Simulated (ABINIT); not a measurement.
# How the form of the self-energy moves the gap of CdSe (Cadmoselite)

How much does the gap of CdSe (Cadmoselite) depend on the approximation to the self-energy?

Main program and level: ABINIT 10.8.3; PBE and many-body steps on it, plane waves.

The database entry behind the starting cell differs from later determinations by our own check (inner coordinate of an old entry), so it need not match the best structure at ambient conditions.

## (1) The structure

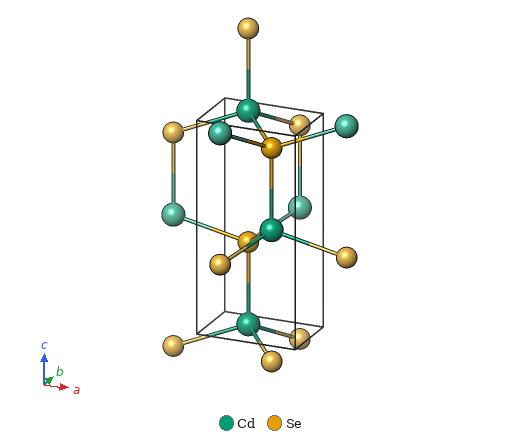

The starting structure, seen slightly off an axis (cadmium teal, selenium orange). Some periodic images of atoms are drawn too.

Coordinates:

```cif
data_structure
_symmetry_space_group_name_H-M 'P 1'
_symmetry_Int_Tables_number 1
_cell_length_a 4.3000
_cell_length_b 4.3000
_cell_length_c 7.0200
_cell_angle_alpha 90.000
_cell_angle_beta 90.000
_cell_angle_gamma 120.000
_cell_volume 112.41
loop_
_atom_site_label
_atom_site_type_symbol
_atom_site_fract_x
_atom_site_fract_y
_atom_site_fract_z
_atom_site_occupancy
Cd1 Cd 0.33333 0.66667 0.00000 1
Cd2 Cd 0.66667 0.33333 0.50000 1
Se3 Se 0.33333 0.66667 0.38500 1
Se4 Se 0.66667 0.33333 0.88500 1
```

The cell and positions come from the Crystallography Open Database and are kept as given unless a step says otherwise.

## (2) Empty states on the mesh, 3×3×2 mesh, 132 bands

This step: ABINIT 10.8.3; DFT, PBE, plane waves, norm-conserving pseudopotentials.

The sums over transitions need many empty states on a uniform mesh; this step solves for them.

File run.abi:

```
acell 3*1.0 Angstrom
rprim 
  4.300000000016 -0.000000000004 0.000000000000
  -2.150000000005 3.723909236288 0.000000000000
  0.000000000000 0.000000000000 7.020000000000
ntypat 2
znucl 48 34
natom 4
typat 1 1 2 2
xred 
  0.333333333333 0.666666666667 0.000000000000
  0.666666666667 0.333333333333 0.500000000000
  0.333333333333 0.666666666667 0.385000000000
  0.666666666667 0.333333333333 0.885000000000
pp_dirpath "pseudos"
pseudos "Cd.upf, Se.upf"
ecut 47
ngkpt 3 3 2
nshiftk 1
shiftk 0 0 0
kptopt 1
chksymbreak 0
iscf -2
irdden 1
istwfk *1
nband 132
nbdbuf 12
tolwfr 1e-09
nstep 60
prtvol 0
indata_prefix "in"
outdata_prefix "out"
tmpdata_prefix "tmp"
```

Started as:

```
> OMP_NUM_THREADS=1 mpirun -n 4 abinit run.abi > log
```

Numbers of over 12 decimals in the logs are rounded to 6 here.

What it wrote:

```text
.Version 10.8.3 of ABINIT. v10.8.2 released Aug 2026.

 Symmetries : space group P6_3 m c (#186); Bravais hP (primitive hexag.)
[... echo of the input left out ...]
== DATASET  1 ==================================================================
-   mpi_nproc: 4, omp_nthreads: 1 (-1 if OMP is not activated)

--- !DatasetInfo
iteration_state: {dtset: 1, }
dimensions: {natom: 4, nkpt: 6, mband: 132, nsppol: 1, nspinor: 1, nspden: 1, mpw: 11752, }
cutoff_energies: {ecut:  47.0, pawecutdg:  -1.0, }
[...]
1.58532    1.59817    1.60921    1.60921    1.64323    1.69627    1.69627    1.70988
   1.75455    1.75455    1.75719    1.76119    1.76119    1.77417    1.79125    1.81630
   1.81635    1.82352    1.82355    1.87060
 prteigrs : prtvol=0 or 1, do not print more k-points.

== END DATASET(S) ==============================================================
================================================================================

 -outvars: echo values of variables after computation  --------
            nband         132
             nkpt           6
          spgroup         186
 [... the other variables as echoed above ...]

 Calculation completed.
```

Elapsed: 2.6 min, on 4 MPI ranks of Arm Neoverse V1, shared host; peak memory 0.53 GiB; 10 min of CPU time.

This step gave:

| Item | Value |
| --- | --- |
| gap | 0.7010 eV |
| k of the valence top | 0, 0, 0 |
| k of the conduction bottom | 0, 0, 0 |
| least direct gap | 0.7010 eV |
| k points computed | 6 |
| lowest point of the top converged band, above the valence top | 42.54 eV |

On this mesh the gap is 0.701 eV.

The density comes from a self-consistent run that is not shown.

## (3) Screening, 3×3×2 mesh, 120 bands, screening to 122.5 eV

The RPA dielectric matrix is built and inverted for each q.

This step: RPA screening on PBE, plane waves, norm-conserving pseudopotentials.

run.abi, as its differences from that of step 2:

```diff
@@ -22,10 +22,11 @@
 chksymbreak 0
-iscf -2
-irdden 1
 istwfk *1
-nband 132
-nbdbuf 12
-tolwfr 1e-09
-nstep 60
-prtvol 0
+occopt 1
+irdwfk 1
+optdriver 3
+nband 120
+ecuteps 4.5
+inclvkb 2
+awtr 1
+symchi 1
 indata_prefix "in"
```

What it wrote:

```text
.Version 10.8.3 of ABINIT. v10.8.2 released Aug 2026.

 Symmetries : space group P6_3 m c (#186); Bravais hP (primitive hexag.)
[... echo of the input left out ...]
== DATASET  1 ==================================================================
-   mpi_nproc: 4, omp_nthreads: 1 (-1 if OMP is not activated)

--- !DatasetInfo
iteration_state: {dtset: 1, }
dimensions: {natom: 4, nkpt: 6, mband: 120, nsppol: 1, nspinor: 1, nspden: 1, mpw: 11752, }
cutoff_energies: {ecut:  47.0, pawecutdg:  -1.0, }
electrons: {nelect:   7.20000000E+01, charge:   0.00000000E+00, occopt:   1.00000000E+00, tsmear:   1.00000000E-02, }

 SCREENING: Calculation of the susceptibility and dielectric matrices

 Based on a program developped by R.W. Godby, V. Olevano, G. Onida, and L. Reining.
 Incorporated in ABINIT by V. Olevano, G.-M. Rignanese, and M. Torrent.
.Using double precision arithmetic ; gwpc =  8

[... cell and pseudopotentials left out ...]
--------------------------------------------------------------------------------

 ==== K-mesh for the wavefunctions ====
 Number of points in the irreducible wedge :     6
[... list of points left out ...]
 Together with 12 symmetry operations and time-reversal symmetry
 yields    18 points in the full Brillouin Zone.

 ==== Q-mesh for the screening function ====
 Number of points in the irreducible wedge :     6
[... list of points left out ...]
 Together with 12 symmetry operations and time-reversal symmetry
 yields    18 points in the full Brillouin Zone.

 setmesh: FFT mesh size selected  =    30x   30x   54
          total number of points  =        48600

 vcoul_init : cutoff-mode = AUXILIARY_FUNCTION
 q-points for optical limit:   1
     1)      0.000010    0.000020    0.000030

- screening: taking advantage of time-reversal symmetry
- Maximum band index for partially occupied states nbvw = 36
- Remaining bands to be divided among processors   nbcw = 84
- Number of bands treated by each node ~21

 Number of electrons calculated from density =   72.0000; Expected =   72.0000
 average of density, n =  0.094914
 r_s =    1.3600
 omega_plasma =   29.7181 [eV]

 calculating chi0 at frequencies [eV] :
  1    0.000000E+00    0.000000E+00
  2    0.000000E+00    2.971811E+01

--------------------------------------------------------------------------------
  q-point number  1        q = ( 0.000000, 0.000000, 0.000000) [r.l.u.]
--------------------------------------------------------------------------------
[... chi0 elements left out ...]
 For q-point:  0.000010 0.000020 0.000030
  dielectric constant =  49.3051
  dielectric constant without local fields =  51.8843

  Average fulfillment of the sum rule on Im[epsilon] for q-point    1 :     38.76  [%]
[... wings left out ...]
  q-point number  2        q = ( 0.333333, 0.000000, 0.000000) [r.l.u.]
--------------------------------------------------------------------------------
[... chi0 elements left out ...]
  Average fulfillment of the sum rule on Im[epsilon] for q-point    2 :     42.88  [%]

 [... 4 further q-points ...]
```

It took 71 s on 4 MPI ranks; peak memory 1.8 GiB; 4.7 min of CPU time.

Numbers from this step:

- ε∞ with local fields, on this mesh, along the program's q direction: 49.31
- the same without local fields: 51.88
- plasma frequency: 29.72 eV
- plane waves in the screening matrix: 337

Local fields lower ε∞ by 5 %. On a Γ-centred mesh this coarse the value itself is usually too large, while a short band sum pulls it down.

## (4) G0W0, Godby-Needs plasmon pole

The self-energy is evaluated for the states that the input lists, and the levels follow from it, in one-shot runs by the linearised quasiparticle equation.

This step: G0W0 on PBE, plane waves, norm-conserving pseudopotentials.

run.abi, as its differences from that of step 3:

```diff
@@ -25,8 +25,15 @@
 irdwfk 1
-optdriver 3
+optdriver 4
 nband 120
+gwcalctyp 0
+ecutsigx 47
+symsigma 1
+nkptgw 1
+kptgw 
+  0.0000000000 0.0000000000 0.0000000000
+bdgw 
+  35 38
 ecuteps 4.5
-inclvkb 2
-awtr 1
-symchi 1
+irdscr 1
+ppmodel 1
 indata_prefix "in"
```

What it wrote:

```text
.Version 10.8.3 of ABINIT. v10.8.2 released Aug 2026.

 Symmetries : space group P6_3 m c (#186); Bravais hP (primitive hexag.)
[... echo of the input left out ...]
== DATASET  1 ==================================================================
-   mpi_nproc: 4, omp_nthreads: 1 (-1 if OMP is not activated)

--- !DatasetInfo
iteration_state: {dtset: 1, }
dimensions: {natom: 4, nkpt: 6, mband: 120, nsppol: 1, nspinor: 1, nspden: 1, mpw: 11752, }
cutoff_energies: {ecut:  47.0, pawecutdg:  -1.0, }
electrons: {nelect:   7.20000000E+01, charge:   0.00000000E+00, occopt:   1.00000000E+00, tsmear:   1.00000000E-02, }

 SIGMA: Calculation of the GW corrections

 Based on a program developped by R.W. Godby, V. Olevano, G. Onida, and L. Reining.
 Incorporated in ABINIT by V. Olevano, G.-M. Rignanese, and M. Torrent.
.Using double precision arithmetic ; gwpc =  8

[... cell and pseudopotentials left out ...]
--------------------------------------------------------------------------------

 ==== K-mesh for the wavefunctions ====
 Number of points in the irreducible wedge :     6
[... list of points left out ...]
 Together with 12 symmetry operations and time-reversal symmetry
 yields    18 points in the full Brillouin Zone.

 ==== Q-mesh for screening function ====
 Number of points in the irreducible wedge :     6
[... list of points left out ...]
 Together with 12 symmetry operations and time-reversal symmetry
 yields    18 points in the full Brillouin Zone.

 vcoul_init : cutoff-mode = AUXILIARY_FUNCTION
 q-points for optical limit:   1
     1)      0.000010    0.000020    0.000030
 setmesh: FFT mesh size selected  =    45x   45x   90
          total number of points  =       182250

 Number of electrons calculated from density =   72.0000; Expected =   72.0000
 average of density, n =  0.094914
 r_s =    1.3600
 omega_plasma =   29.7181 [eV]

 === KS Band Gaps ===
  >>>> For spin  1
   Minimum direct gap =   0.7010 [eV], located at k-point      :   0.0000  0.0000  0.0000
   Fundamental gap    =   0.7010 [eV], Top of valence bands at :   0.0000  0.0000  0.0000
                                       Bottom of conduction at :   0.0000  0.0000  0.0000
 SIGMA fundamental parameters:
 PLASMON POLE MODEL  1
 number of plane-waves for SigmaX                11621
 number of plane-waves for SigmaC and W            337
 number of plane-waves for wavefunctions         11621
 number of bands                                   120
 number of independent spin polarizations            1
 number of spinorial components                      1
 number of k-points in IBZ                           6
 number of q-points in IBZ                           6
 number of symmetry operations                      12
 number of k-points in BZ                           18
 number of q-points in BZ                           18
 number of frequencies for dSigma/dE                 9
 frequency step for dSigma/dE [eV]                0.25
 number of omega for Sigma on real axis              0
 max omega for Sigma on real axis  [eV]           0.00
 zcut for avoiding poles [eV]                     0.10

 EPSILON^-1 parameters (SCR file):
 dimension of the eps^-1 matrix on file            337
 dimension of the eps^-1 matrix used               337
 number of plane-waves for wavefunctions         11621
 number of bands                                   120
 number of q-points in IBZ                           6
 number of frequencies                               2
 number of real frequencies                          1
 number of imag frequencies                          1

 matrix elements of self-energy operator (all in [eV])

 Perturbative Calculation

--- !SelfEnergy_ee
iteration_state: {dtset: 1, }
kpoint     : [   0.000,    0.000,    0.000, ]
spin       : 1
KS_gap     :    0.701
QP_gap     :    1.788
Delta_QP_KS:    1.087
data: !SigmaeeData |
     Band     E0 <VxcDFT>   SigX SigC(E0)      Z dSigC/dE  Sig(E)    E-E0       E
       35   3.993 -15.575 -19.205   2.663   0.793  -0.261 -16.342  -0.767   3.226
       36   3.993 -15.575 -19.205   2.663   0.793  -0.261 -16.342  -0.767   3.226
       37   4.694 -11.685  -8.087  -3.204   0.815  -0.227 -11.364   0.321   5.014
       38   6.115 -11.359  -7.242  -3.507   0.816  -0.225 -10.861   0.498   6.613

== END DATASET(S) ==============================================================
================================================================================

 -outvars: echo values of variables after computation  --------
           etotal      0.0000000000E+00
            nband         120
             nkpt           6
          spgroup         186
 [... the other variables as echoed above ...]

 Calculation completed.
```

It took 8.7 s on 4 MPI ranks; peak memory 1.6 GiB.

Numbers from this step:

| Item | Value |
| --- | --- |
| G0W0 gap on the points computed | 1.788 eV |
| starting gap on the mesh | 0.7010 eV |
| k of the valence top | 0, 0, 0 |
| k of the conduction bottom | 0, 0, 0 |
| Z at the valence top | 0.793 |
| Z at the conduction bottom | 0.815 |
| least direct G0W0 gap on the computed points | 1.788 eV |

The gap on the mesh goes from 0.70 eV to 1.79 eV, a correction of +1.09 eV.

## (5) G0W0, Hybertsen-Louie plasmon pole

run.abi, as its differences from that of step 4:

```diff
@@ -37,3 +37,3 @@
 irdscr 1
-ppmodel 1
+ppmodel 2
 indata_prefix "in"
```

What it wrote:

```text
.Version 10.8.3 of ABINIT. v10.8.2 released Aug 2026.

 Symmetries : space group P6_3 m c (#186); Bravais hP (primitive hexag.)
[... echo of the input left out ...]
== DATASET  1 ==================================================================
-   mpi_nproc: 4, omp_nthreads: 1 (-1 if OMP is not activated)

--- !DatasetInfo
iteration_state: {dtset: 1, }
dimensions: {natom: 4, nkpt: 6, mband: 120, nsppol: 1, nspinor: 1, nspden: 1, mpw: 11752, }
cutoff_energies: {ecut:  47.0, pawecutdg:  -1.0, }
electrons: {nelect:   7.20000000E+01, charge:   0.00000000E+00, occopt:   1.00000000E+00, tsmear:   1.00000000E-02, }

 SIGMA: Calculation of the GW corrections

 Based on a program developped by R.W. Godby, V. Olevano, G. Onida, and L. Reining.
 Incorporated in ABINIT by V. Olevano, G.-M. Rignanese, and M. Torrent.
.Using double precision arithmetic ; gwpc =  8

[... cell and pseudopotentials left out ...]
--------------------------------------------------------------------------------

 ==== K-mesh for the wavefunctions ====
 Number of points in the irreducible wedge :     6
[... list of points left out ...]
 Together with 12 symmetry operations and time-reversal symmetry
 yields    18 points in the full Brillouin Zone.

 ==== Q-mesh for screening function ====
 Number of points in the irreducible wedge :     6
[... list of points left out ...]
 Together with 12 symmetry operations and time-reversal symmetry
 yields    18 points in the full Brillouin Zone.

 vcoul_init : cutoff-mode = AUXILIARY_FUNCTION
 q-points for optical limit:   1
     1)      0.000010    0.000020    0.000030
 setmesh: FFT mesh size selected  =    45x   45x   90
          total number of points  =       182250

 Number of electrons calculated from density =   72.0000; Expected =   72.0000
[...]
number of k-points in IBZ                           6
 number of q-points in IBZ                           6
 number of symmetry operations                      12
 number of k-points in BZ                           18
 number of q-points in BZ                           18
 number of frequencies for dSigma/dE                 9
 frequency step for dSigma/dE [eV]                0.25
 number of omega for Sigma on real axis              0
 max omega for Sigma on real axis  [eV]           0.00
 zcut for avoiding poles [eV]                     0.10

 EPSILON^-1 parameters (SCR file):
 dimension of the eps^-1 matrix on file            337
 dimension of the eps^-1 matrix used               337
 number of plane-waves for wavefunctions         11621
 number of bands                                   120
 number of q-points in IBZ                           6
 number of frequencies                               2
 number of real frequencies                          1
 number of imag frequencies                          1

 matrix elements of self-energy operator (all in [eV])

 Perturbative Calculation

--- !SelfEnergy_ee
iteration_state: {dtset: 1, }
kpoint     : [   0.000,    0.000,    0.000, ]
spin       : 1
KS_gap     :    0.701
QP_gap     :    1.746
Delta_QP_KS:    1.045
data: !SigmaeeData |
     Band     E0 <VxcDFT>   SigX SigC(E0)      Z dSigC/dE  Sig(E)    E-E0       E
       35   3.993 -15.575 -19.205   2.481   0.866  -0.154 -16.571  -0.996   2.997
       36   3.993 -15.575 -19.205   2.481   0.866  -0.154 -16.571  -0.996   2.997
       37   4.694 -11.685  -8.087  -3.541   0.876  -0.141 -11.635   0.050   4.743
       38   6.115 -11.359  -7.242  -3.798   0.875  -0.142 -11.080   0.279   6.394

== END DATASET(S) ==============================================================
================================================================================

 -outvars: echo values of variables after computation  --------
           etotal      0.0000000000E+00
            nband         120
             nkpt           6
          spgroup         186
 [... the other variables as echoed above ...]

 Calculation completed.
```

Elapsed: 8.6 s, on 4 MPI ranks; peak memory 1.6 GiB; 34 s of CPU time.

This step gave:

```yaml
g0w0_gap_on_the_points_computed: 1.746 eV
starting_gap_on_the_mesh: 0.7010 eV
k_of_the_valence_top: 0, 0, 0
k_of_the_conduction_bottom: 0, 0, 0
z_at_the_valence_top: 0.866
z_at_the_conduction_bottom: 0.876
least_direct_g0w0_gap_on_the_computed_points: 1.746 eV
```

Against G0W0 in ABINIT (3×3×2 mesh, 120 bands, screening to 122.5 eV, Godby-Needs plasmon pole), the gap moves by −0.042 eV.

## (6) G0W0, von der Linden-Horsch plasmon pole

run.abi, as its differences from that of step 5:

```diff
@@ -37,3 +37,3 @@
 irdscr 1
-ppmodel 2
+ppmodel 3
 indata_prefix "in"
```

What it wrote:

```text
.Version 10.8.3 of ABINIT. v10.8.2 released Aug 2026.

 Symmetries : space group P6_3 m c (#186); Bravais hP (primitive hexag.)
[... echo of the input left out ...]
== DATASET  1 ==================================================================
-   mpi_nproc: 4, omp_nthreads: 1 (-1 if OMP is not activated)

--- !DatasetInfo
iteration_state: {dtset: 1, }
dimensions: {natom: 4, nkpt: 6, mband: 120, nsppol: 1, nspinor: 1, nspden: 1, mpw: 11752, }
cutoff_energies: {ecut:  47.0, pawecutdg:  -1.0, }
[...]
36   3.993 -15.575 -19.205   2.463   0.868  -0.152 -16.587  -1.012   2.980
       37   4.694 -11.685  -8.087  -3.611   0.886  -0.129 -11.697  -0.012   4.682
       38   6.115 -11.359  -7.242  -3.880   0.886  -0.129 -11.149   0.210   6.325

== END DATASET(S) ==============================================================
================================================================================

 -outvars: echo values of variables after computation  --------
           etotal      0.0000000000E+00
            nband         120
             nkpt           6
          spgroup         186
 [... the other variables as echoed above ...]

 Calculation completed.
```

It took 7.2 s on 4 MPI ranks; peak memory 1.6 GiB.

This step gave:

```
G0W0 gap on the points computed              : 1.702 eV
starting gap on the mesh                     : 0.7010 eV
k of the valence top                         : 0, 0, 0
k of the conduction bottom                   : 0, 0, 0
least direct G0W0 gap on the computed points : 1.702 eV
```

Against G0W0 in ABINIT (3×3×2 mesh, 120 bands, screening to 122.5 eV, Godby-Needs plasmon pole), the gap moves by −0.086 eV.

[end of part 1 of 2]

[Paths, hosts, dates, memory and timing lines, banners, echoed tables and standing remarks are left out of the program output.]

[Logs are printed without paths, hosts, clocks, repeated set-up lines and the standing remarks that a program may print on its own settings, such as how far it seeks lower states.]

[Runs of the session that timed out or met a known fault of the program may be left out.]

[Hosts, paths, dates, database ids (printed as entryN), source tags and the programs' standing remarks are cut or masked in the printed files.]

[G0W0 gaps are taken among the corrected bands and points alone; a level outside them can change the order at an edge.]

[Where Ansatz stands beside ABINIT at settings called matched, ABINIT's density can come from a denser mesh and the files from another edition; pairs whose starting gaps differed by over 0.03 eV were left out, so agreement reads better than it is.]
